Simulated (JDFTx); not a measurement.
Os(1 0 -1 0) slab cut from bulk Os (space group P6_3/mmc, indices of the conventional cell, lattice of the Materials Project entry mp-49, not re-optimised): 6 atoms in 6 planes, a 1x1 cell of 11.88 Å² (|a| = 2.746, |b| = 4.326 Å), 5.3 Å between the outermost planes, cell height 21.5 Å, 8×6×1 k mesh, Fermi smearing 0.01 Ha, no spin polarisation.

Level of theory: PBE, GBRV ultrasoft potentials, plane waves to 20/100 Ha; code: JDFTx (a modified build). Liquid on both sides: linear PCM (GLSSA13), water, 2 M NaF; nuclei fixed. SHE scale: U = −μ/e − 4.44 V, by convention.

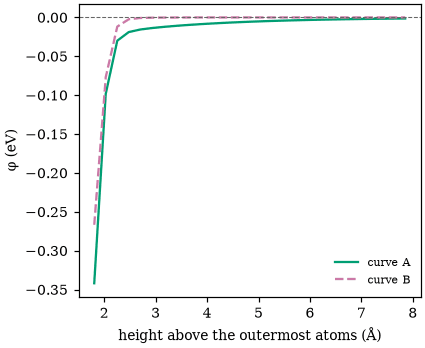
Figure: Plane-averaged electrostatic potential energy of an electron for two states of the electrode

Problem. One curve is the neutral slab. Which, and what is the sign of the other's charge?

Solution. Curve B is neutral (potential of zero charge, 0.45 V). Curve A is positively charged, 5.5 μC/cm² at 0.75 V.
